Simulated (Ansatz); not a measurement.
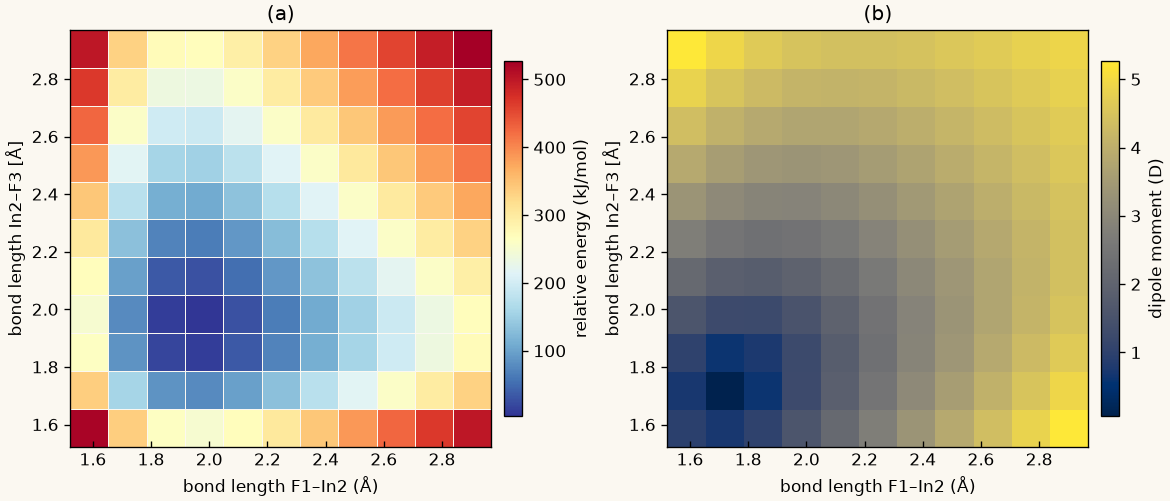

ClF₂In, SMILES [F][In]([F])[Cl]. 
- First axis: bond length F1–In2. Second axis: bond length In2–F3.
- Nothing is relaxed (all other coordinates rigid).
- Grid: 11 × 11 points; 66 points were computed and 55 follow by symmetry.
- Points are written as (first, second).
- Energies are in kJ/mol, from the relaxed molecule at the same level.
- The reference is spin-restricted, which grows unreliable where a bond is stretched far.
- All numbers below come from RKS B3LYP-D4/def2-TZVP (Ansatz 0.2.0).

Panel (a) is the energy; panel (b) is the computed dipole moment, in D.

The picture shows one coloured cell a grid point.

How does the dipole moment vary over the map, and what is it at the lowest grid point?

Leaving out the highest fifth of the energies, it runs from 0.08 D at (1.719 Å, 1.719 Å) to 4.91 D at (1.719 Å, 2.904 Å). At the lowest grid point, (1.983 Å, 1.983 Å), it is 1.52 D.
